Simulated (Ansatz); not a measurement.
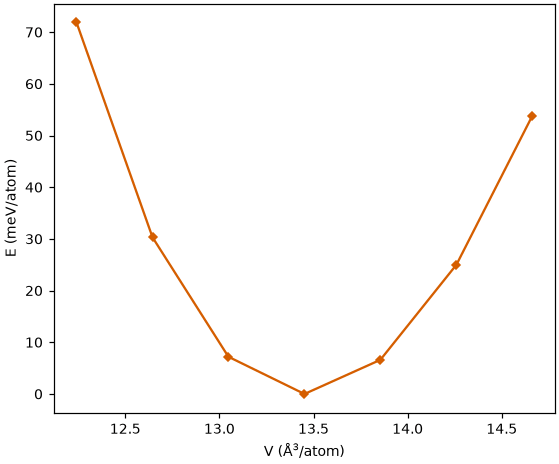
Fig. 1. V (bcc (W type), space group No. 229) under volume change, DFT-PBE in the program Ansatz with PAW potentials, scaled uniformly.

### Question
What does a third-order Birch–Murnaghan fit give for V₀, B₀ and B′?

### Answer
V₀ = 13.45 Å³/atom, B₀ = 182 GPa, B′ = 3.8.

Space group Im-3m (bcc (W type)). Symmetry was held in the PBE relaxation. The workflow began spin-polarised and lost its moments.

Potentials: the later of the program's two PAW sets.
